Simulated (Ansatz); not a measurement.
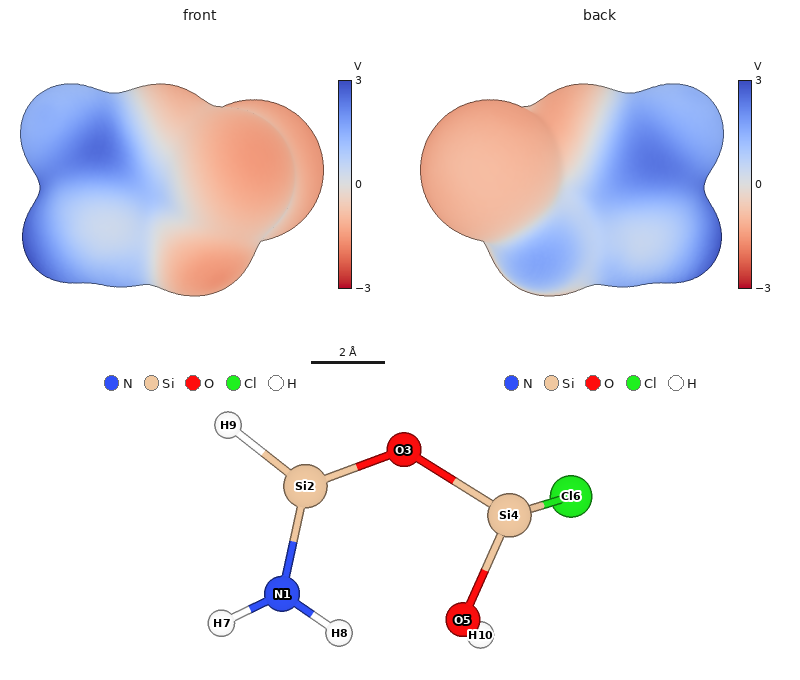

ClH$_{4}$NO$_{2}$Si$_{2}$. The molecular electrostatic potential painted on the density surface at 0.002 e/bohr³, seen from the front and from behind; the colour scale runs from red (negative) to blue (positive). The bare structure is drawn below in the same view.

The calculation used RKS PBE/def2-SVP in Ansatz.

```yaml
atoms:
  - { symbol: N, position_ang: [0.8320, -1.4480, -0.1569] }
  - { symbol: Si, position_ang: [1.0298, -0.2722, 1.0207] }
  - { symbol: O, position_ang: [0.4165, 1.1853, 0.8705] }
  - { symbol: Si, position_ang: [-0.4714, 1.9137, -0.6755] }
  - { symbol: O, position_ang: [-0.9138, 0.3357, -1.3413] }
  - { symbol: Cl, position_ang: [-2.3801, 2.2278, 0.3459] }
  - { symbol: H, position_ang: [1.2464, -2.3804, -0.1968] }
  - { symbol: H, position_ang: [0.1898, -1.1413, -0.9225] }
  - { symbol: H, position_ang: [1.9682, -0.6086, 2.1272] }
  - { symbol: H, position_ang: [-1.8341, 0.1370, -1.0682] }
```

> Where is the surface potential most negative and most positive?

The most negative region (about −1.5 V) lies over O5 and Cl6, the most positive (about +2.8 V) over H7.
